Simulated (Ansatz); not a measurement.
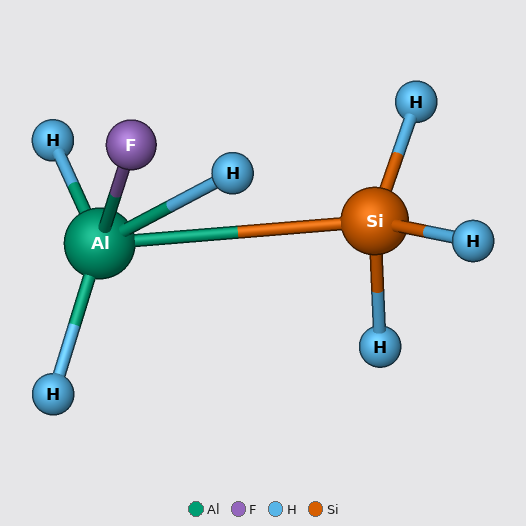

Harmonic vibrations computed with RKS PBE0-D4/def2-SVP (Ansatz 0.2.0) at a stationary point of the same level.

Question: Is this a minimum or a saddle point?

Answer: A first-order saddle point: one imaginary frequency, 1068i cm⁻¹.

Question: How many vibrational modes are there, and where do they lie?

Answer: 21 modes: 1068i, 69, 242, 293, 323, 365, 418, 461, 503, 705, 734, 877, 901, 927, 970, 1495, 1966, 1997, 2174, 2224, 2238 cm⁻¹.
